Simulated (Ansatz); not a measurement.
# Formation energy and levels of the hydrogen interstitial H_i (antibonding, by Br) in Li6MgBr8 (Fm-3m)

Charge states of H_i (antibonding, by Br) in Li6MgBr8 (Fm-3m), set against the band edges. Model: a cell of 60 host atoms with 1 H put in.

Calculated with Ansatz 0.2.0; place-levels on PBEsol runs: charge-transition levels and formation energies with image-charge correction and potential alignment at the atomic sites.

## 1. Starting point

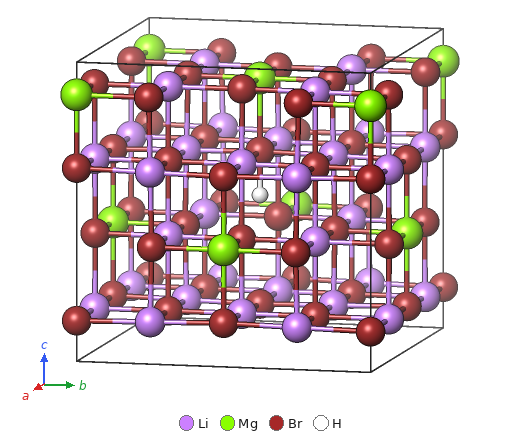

Start, viewed slightly off an axis; lithium purple, magnesium green, bromine red, hydrogen white. Some periodic images of atoms are drawn too.

The cell holds 61 atoms: 24 Li, 4 Mg, 32 Br and 1 H. Its edges and angles: a = 10.847 Å, b = 10.847 Å, c = 10.847 Å, α = 90.0°, β = 90.0°, γ = 90.0°. It derives from Li6MgBr8 (space group Fm-3m). Nearest the centre at fractional (0.500, 0.500, 0.609): H61 at 0.00 Å, Br52 at 1.58 Å, Br60 at 3.01 Å, Br44 at 3.01 Å, Br39 at 3.01 Å, Br46 at 3.01 Å, Li16 at 3.11 Å, Li12 at 3.11 Å.

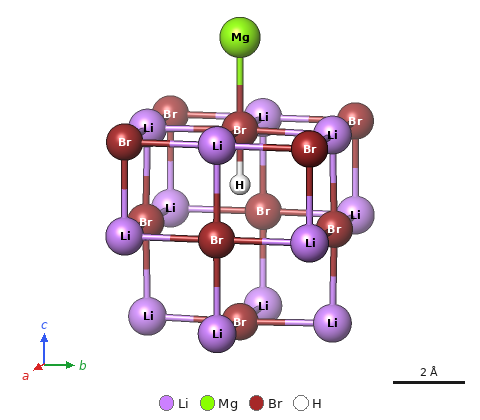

The atoms within 5 Å of the centre.

The host's dielectric constants go in as inputs: 3.52 for the electrons alone, 11.03 with the ions, from a response run on this crystal (DFPT, PBEsol) at that run's own cell.

The cell's shortest repeat is 10.8 Å.

## 2. Charge states

Levels follow from differences of total energies between charge states, each relaxed by itself.

Each atom starts 0.05 Å or so off its site in a random direction: a symmetric start keeps its symmetry, and would miss off-centre moves and Jahn–Teller distortions. Forces are taken at one point at (¼, ¼, ¼). The cell holds 1 electron more than the neutral one, with a uniform background that keeps it neutral on the whole.

The sampling was tested on the host first: at the k-points planned (1x1x1 shifted 0.25 0.25 0.25) its energy lies 0.000 eV an atom from the dense-mesh value, under the bound of 0.02 eV set for this test; that bounds the host's error, not the defect's.

One state's input; the others differ in charge, spin, start and seed, and in occupations where the table says so.

File qm1.relax/input.yaml:

```yaml
crystal:
  lattice:
    - [10.84714592, 0.0, 0.0]
    - [0.0, 10.84714592, 0.0]
    - [0.0, 0.0, 10.84714592]
  atoms:
    - { symbol: Li, position: [0.25, 0.0, 0.25] }
    - { symbol: Li, position: [0.25, 0.5, 0.75] }
[... 4 atom lines left out ...]
    - { symbol: Li, position: [0.5, 0.25, 0.75] }
[... 4 atom lines left out ...]
    - { symbol: Li, position: [0.5, 0.75, 0.75] }
[... 3 atom lines left out ...]
    - { symbol: Li, position: [0.75, 0.5, 0.75] }
[... 1 atom line left out ...]
    - { symbol: Li, position: [0.25, 0.75, 0.5] }
    - { symbol: Li, position: [0.75, 0.25, 0.5] }
[... 1 atom line left out ...]
    - { symbol: Li, position: [0.25, 0.25, 0.5] }
[... 2 atom lines left out ...]
    - { symbol: Li, position: [0.75, 0.75, 0.5] }
[... 3 atom lines left out ...]
    - { symbol: Mg, position: [0.5, 0.5, 0.0] }
[... 1 atom line left out ...]
    - { symbol: Br, position: [0.25, 0.75, 0.75] }
    - { symbol: Br, position: [0.75, 0.25, 0.75] }
[... 1 atom line left out ...]
    - { symbol: Br, position: [0.25, 0.25, 0.75] }
[... 2 atom lines left out ...]
    - { symbol: Br, position: [0.75, 0.75, 0.75] }
[... 2 atom lines left out ...]
    - { symbol: Br, position: [0.5, 0.24494824, 0.5] }
[... 4 atom lines left out ...]
    - { symbol: Br, position: [0.75505176, 0.5, 0.5] }
[... 1 atom line left out ...]
    - { symbol: Br, position: [0.24494824, 0.5, 0.5] }
[... 5 atom lines left out ...]
    - { symbol: Br, position: [0.5, 0.5, 0.75505176] }
[... 3 atom lines left out ...]
    - { symbol: Br, position: [0.5, 0.5, 0.24494824] }
[... 3 atom lines left out ...]
    - { symbol: Br, position: [0.5, 0.75505176, 0.5] }
    - { symbol: H, position: [0.5, 0.5, 0.608986] }
  host:
    repeats: [1, 1, 1]
    atoms:
      - { symbol: Li, position: [0.25, 0.0, 0.25] }
      - { symbol: Li, position: [0.25, 0.5, 0.75] }
      # ... 58 more atoms of the perfect host
total_charge: -1
basis:
  ecutwfc: 420
  xc_grid: 2
hamiltonian:
  xc: pbesol
kpoints:
  mp_grid: { grid: [1, 1, 1], shift: [0.25, 0.25, 0.25] }
scf:
  occupations: { method: fixed }
  max_iter: 80
output:
  forces: true
  charged_corrections:
    epsilon: 3.52
    static_epsilon: 11.03
    defect_position: [0.5, 0.5, 0.608986]
relax:
  f_tol: 0.02
  max_steps: 80
  random_displacement: { amplitude: 0.05, seed: 8696 }
checkpoint:
  write: "../qm1.relax.run"
  compress: false
  write_wavefunctions: true
  write_every: 100000
```

On the command line:

```bash
$ ansatz run input.yaml --threads 4 --pin off --max-ram 7536MiB --backend cpu --events-out ev --progress --plain --runs-dir out
```

Defect states can disperse in a cell of this size, so the energy is taken again at a 2×2×2 shifted mesh, on the relaxed structure.

The run of this state that the levels use, under PBEsol:

File qm1.point/input.yaml:

```yaml
crystal:
  checkpoint: "../qm1.relax.run"
  host: checkpoint
total_charge: -1
basis:
  ecutwfc: 420
  xc_grid: 2
hamiltonian:
  xc: pbesol
kpoints:
  mp_grid: { grid: [2, 2, 2], shift: [0.5, 0.5, 0.5] }
scf:
  occupations: { method: fermi_dirac, width: 0.01 }
  max_iter: 80
output:
  forces: true
  eigenvalues: true
  charged_corrections:
    epsilon: 3.52
    static_epsilon: 11.03
    defect_position: [0.5, 0.5, 0.608986]
  eigenstates: { localisation: true }
  populations: true
  band_densities: [{ bands: [v1, v1] }, { bands: [c1, c1] }]
  write_density: true
  write_potential: true
  volumetric_format: npy
  elf: true
checkpoint:
  read: "../qm1.relax.run"
  write: "../qm1.point.run"
  compress: false
  write_wavefunctions: false
  write_every: 100000
```

Relaxations under PBEsol at one point at (¼, ¼, ¼); times on 4 threads of Arm Neoverse V1, shared host:

```csv
charge,moment (μB),occupations,outcome,steps,largest displacement against the far atoms (Å),time
−1,0,fixed,converged,8,1.17,86 s
0,1,fixed,converged,9,1.18,3.5 min
+1,0,fixed,converged,13,1.23,2.3 min
```

Single points under PBEsol at a 2×2×2 shifted mesh; times on 4 threads of Arm Neoverse V1, shared host:

```csv
charge,moment (μB),occupations,outcome,time
−1,0,fermi-dirac,converged,1.8 min
0,1,fermi-dirac,converged,3.5 min
+1,0,fermi-dirac,converged,99 s
```

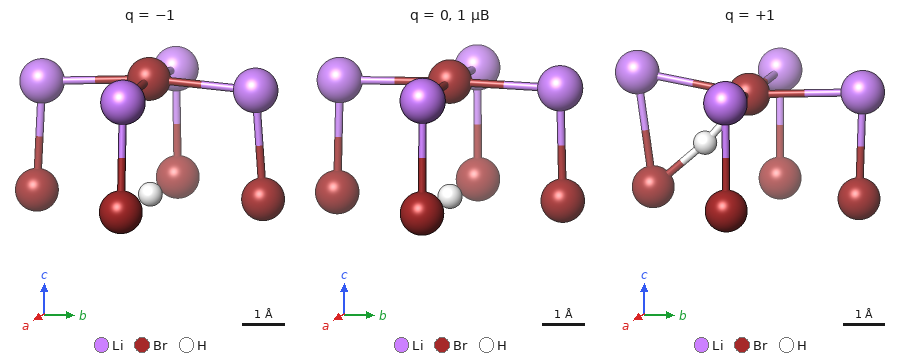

The structures near the centre after relaxation with PBEsol, by charge.

Distances (Å) from H61 to the nearest atoms after relaxation with PBEsol:

```csv
charge,moment (μB),1.,2.,3.,4.,5.,6.
−1,0,Br 2.81,Br 2.81,Br 2.82,Br 2.83,Br 2.84,Br 2.84
0,1,Br 2.78,Br 2.78,Br 2.78,Br 2.78,Br 2.78,Br 2.78
+1,0,Br 1.68,Br 1.76,Li 2.43,Br 3.29,Br 3.29,Li 3.40
```

## 3. Placing the levels, PBEsol

A charged cell interacts with its images and the background, and its potential has another zero than the host's. place-levels removes the first by a point-charge model, screened by the static dielectric constant since the ions have relaxed around the charge, and the second by comparing potentials at atoms far from the defect.

The host is a run of the defect-free crystal in the same cutoffs, grids and k-points, so that basis and sampling errors cancel in part in the differences. Its band edges come from a run of the primitive cell that searches the zone for them. Chemical potentials are energies per atom of H (H2 molecule), run with the same functional and cutoff.

File levels.point.yaml:

```yaml
host:
  run: host.point.run
  levels_from: { run: edges.point.run }
states: [qm1.point.run, q0_M1.point.run, qp1.point.run]
geometry_from:
  qm1.point.run: qm1.relax.run
  q0_M1.point.run: q0_M1.relax.run
  qp1.point.run: qp1.relax.run
  host.point.run: host.relax.run
chemical_potentials:
  H:
    energy: -15.609288
    dataset: "<sha256 of the dataset>"
epsilon: 3.52
static_epsilon: 11.03
vertical:
  - { from: qm1.point.run, to: qm1.point_neutral.run }
  - { from: qp1.point.run, to: qp1.point_neutral.run }
```

On the command line:

```bash
$ ansatz place-levels levels.point.yaml -- --threads 4 --pin off --max-ram 7536MiB
```

Numbers of over 12 decimals in the logs are rounded to 6 here.

The log of the run:

```text
[... repeated set-up lines and file paths are left out, and long positions are rounded to six places ...]
(+1/0) 2.877 eV above the valence edge, 1.801 eV under the conduction edge
(0/-1) 4.048 eV above the valence edge, 0.630 eV under the conduction edge
formation energy of charge +1: -0.567 eV with the Fermi level at the valence edge
formation energy of charge 0: +2.310 eV with the Fermi level at the valence edge
formation energy of charge -1: +6.358 eV with the Fermi level at the valence edge
vertical -1 to 0: no energy, since no alignment is typed
  the change from vertical[0].from (qm1.point.run) to vertical[0].to (qm1.point_neutral.run): by its potential at epsilon 3.52 it stands at 0.502 0.502 0.502, with an rms radius of about 2.1 Å (1.2 1.2 1.2 Å across the planes of the cell's vectors); [...]
vertical +1 to 0: no energy, since no alignment is typed
  the change from vertical[1].from (qp1.point.run) to vertical[1].to (qp1.point_neutral.run): by its spins about the atoms it stands at 0.500 0.396 0.620, with an rms radius of about 3.6 Å (1.4 2.3 2.4 Å across the planes of the cell's vectors); [...]
  edges by pbesol of host.levels_from (edges.point.run), its mesh sampled to repeats of 38.35 Å (the valence edge +0.047 eV and the conduction edge -0.594 eV from those of the host's own run), gap 4.678 eV; the host is sampled to repeats of 30.68 Å
  the defect's cells are sampled to repeats of 30.68 Å, like sampling
  charge +1: -100198.7787 eV with its correction of +0.196 eV, at epsilon 11.03, aligned at sites: +0.0252 eV, mean over 33 atomic sites at or beyond 5.42 Å from the defect at [0.5000, 0.5000, 0.6090], with +0.004380 for the charge's moments and without [...]
  charge 0: +0.000 eV for its dipole among its images, +0.000 omitted
  charge -1: -100187.0808 eV with its correction of +0.155 eV, at epsilon 11.03, aligned at sites: +0.0155 eV, mean over 33 atomic sites at or beyond 5.42 Å from the defect at [0.5000, 0.5000, 0.6090], with +0.000000 for the charge's moments and without [...]
  of states[2] (qp1.point.run): it parts from the run at its places by a charge that spreads by about 2.4 Å along one vector (1.9 Å or more is wide), by the spins about the atoms, where the cell does not tell a trapped carrier from a band state. [...]
  of states[1] (q0_M1.point.run): stability_check_not_made
  of states[0] (qm1.point.run): its displacements don't fall off away from the defect: farther atoms stand 0.027 Å off the host's places. [...]
  of vertical[0].from (qm1.point.run): its displacements don't fall off away from the defect: farther atoms stand 0.027 Å off the host's places. [...]
  of vertical[0].to (qm1.point_neutral.run): its displacements don't fall off away from the defect: farther atoms stand 0.027 Å off the host's places. [...]
  of vertical[1].from (qp1.point.run): it parts from the run at its places by a charge that spreads by about 2.4 Å along one vector (1.9 Å or more is wide), by the spins about the atoms, where the cell does not tell a trapped carrier from a band state. [...]
```

Wall time 0.39 s (4 threads of Arm Neoverse V1, shared host).

Levels between the charges placed, in eV above the valence top:

```csv
,gap (eV),(+1/0),(0/−1)
PBEsol,4.68,2.88,4.05
```

Corrections by state:

```csv
charge,moment (μB),image terms and alignment (eV),band filling (eV),ε used,"over the lowest of its charge, as the program ranks them, band filling apart (eV)"
+1,0.0,0.196,-,11.03,0.000
0,1.0,0.000,-,-,0.000
−1,0.0,0.155,-,11.03,0.000
```

The charged structures listed were also run neutral, and place-levels reads from each pair, by the potential or the spins, how wide the charge is by which they differ; that can be the carrier of either run.

```csv
charge,rms radius (Å),spread where it is widest against the cell (Å),wide from (Å),reading
+1,3.6,2.35,1.88,wide
−1,2.1,1.20,1.88,narrow
```

The neutral runs of these pairs need not share the spin of the lowest neutral state, and very wide values only mean spread over the cell.

From the program's caveats on the states, each cut to its opening words:

- charge +1: it parts from the run at its places by a charge that spreads by about 2.4 Å along one vector (1.9 Å or more is wide), by the spins about the atoms, where the [...]
- charge 0 (1 μB): flagged: stability check not made
- charge −1: its displacements don't fall off away from the defect: farther atoms stand 0.027 Å off the host's places

Chemical potentials of the elements' reference phases, run alike. Formation energy by charge state (elemental references; gap 4.68 eV):

```csv
charge,at valence top (eV),at conduction bottom (eV),correction included (eV)
+1,-0.57,4.11,0.20
0,2.31,2.31,0.00
−1,6.36,1.68,0.16
```

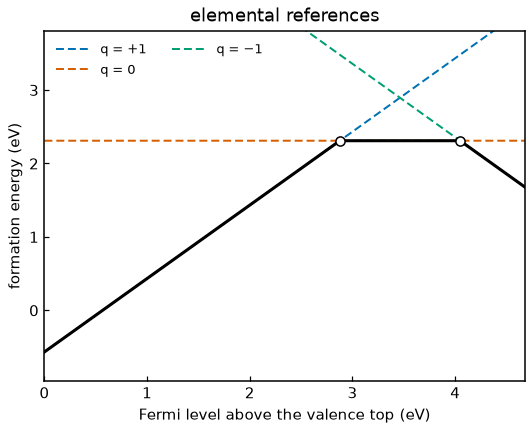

Formation energy against Fermi level; the thick line follows the lowest charge state and circles mark the transition levels.

## 4. The same at the relaxations' own k-points

The relaxations' own energies give the levels at their sampling, for comparison.

File levels.relax_mesh.yaml:

```yaml
host:
  run: host.relax.run
  levels_from: { run: edges.relax.run }
states: [qm1.relax.run, q0_M1.relax.run, qp1.relax.run]
chemical_potentials:
  H:
    energy: -15.609288
    dataset: "<sha256 of the dataset>"
```

On the command line:

```bash
$ ansatz place-levels levels.relax_mesh.yaml -- --threads 4 --pin off --max-ram 7536MiB
```

The log of the run:

```text
(+1/0) 2.885 eV above the valence edge, 1.792 eV under the conduction edge
(0/-1) 4.044 eV above the valence edge, 0.634 eV under the conduction edge
formation energy of charge +1: -0.575 eV with the Fermi level at the valence edge
formation energy of charge 0: +2.310 eV with the Fermi level at the valence edge
formation energy of charge -1: +6.354 eV with the Fermi level at the valence edge
  edges by pbesol of host.levels_from (edges.relax.run), its mesh sampled to repeats of 38.35 Å (the valence edge +0.047 eV and the conduction edge -0.595 eV from those of the host's own run), gap 4.678 eV; the host is sampled to repeats of 15.34 Å
[... the lines on each state left out ...]
```

It took 0.14 s on 4 threads.

Levels between neighbouring charges, in eV above the valence top:

```csv
,gap (eV),(+1/0),(0/−1)
"one point at (¼, ¼, ¼)",4.68,2.89,4.04
a 2×2×2 shifted mesh,4.68,2.88,4.05
```

Going from one point at (¼, ¼, ¼) to a 2×2×2 shifted mesh moves the levels that carry no band-filling term by up to 0.01 eV and formation energies against the elements by up to 0.01 eV.

## 5. Results

- gap of the host: 4.68 eV (PBEsol)
- level (plus 1/0): 2.88 eV above the valence top
- level (0/minus 1): 4.05 eV above the valence top
- lowest of the charges placed, just above the valence top (0.02 eV): +1
- lowest of the charges placed, just below the conduction bottom (0.02 eV): −1
- lowest formation energy at mid-gap of the charges run, elemental references: 1.77 eV

What this shows: Of the charges placed (−1, 0 and +1), the lowest changes at 2.88 eV (+1/0) and 4.05 eV (0/−1) above the valence top, in a gap of 4.68 eV. Charges above +1 and below −1 were not placed, so these runs say nothing of levels that involve them. States placed: +1 at 0 μB; 0 at 1 μB; −1 at 0 μB. Other spin states or structures, where not listed, weren't placed. At charge −1, 0 and +1 the atom put in ends up to 1.2 Å from its starting place, so the name tells the start alone and the levels can join different sites. H is taken at its element; compounds, which aren't counted here, bound the chemical potentials and would shift these formation energies. Going from one point at (¼, ¼, ¼) to a 2×2×2 shifted mesh moves the levels that carry no band-filling term by up to 0.01 eV and formation energies against the elements by up to 0.01 eV. What this leaves open: PBEsol makes the gap too small and tends to spread out bound carriers.

[Logs are printed without paths, hosts, clocks, repeated set-up lines and the standing remarks that a program may print on its own settings, such as how far it seeks lower states.]

[Hosts, paths, dates, database ids (printed as entryN), source tags and the programs' standing remarks are cut or masked in the printed files.]

[Where a table of states has a column of steps, it counts the stored structures, which are thinned; the runs took as many ionic steps or more.]

[A defect's name tells the site on which it was built; relaxed atoms can leave that site.]

[For some hosts the program warned that the k-mesh of the response run may be too coarse for force constants and the static dielectric constant; such warnings are not shown here.]
